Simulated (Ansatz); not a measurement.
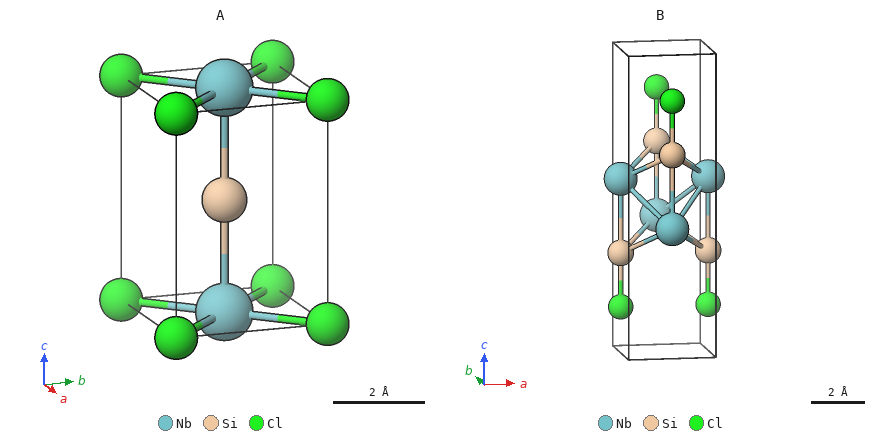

Two structures of NbSiCl, each relaxed to rest (conventional cells in solid outline, small ones repeated, not to one scale). Method: DFT PBE, scalar-relativistic, plane waves, PAW (Ansatz 0.2.0), without spin polarisation.

Question: Name structures A and B.

Answer: A: 3 atoms a cell on a primitive tetragonal lattice, P4/mmm. B: 6 atoms a cell on a primitive tetragonal lattice, P4/nmm.

Question: Which structure is more stable?

Answer: B is lower, by 903 meV/atom at this level of theory (energies at zero smearing). Volumes: A 21.3, B 22.3 Å³/atom.

One or both may be structure types tried for this composition rather than known phases.
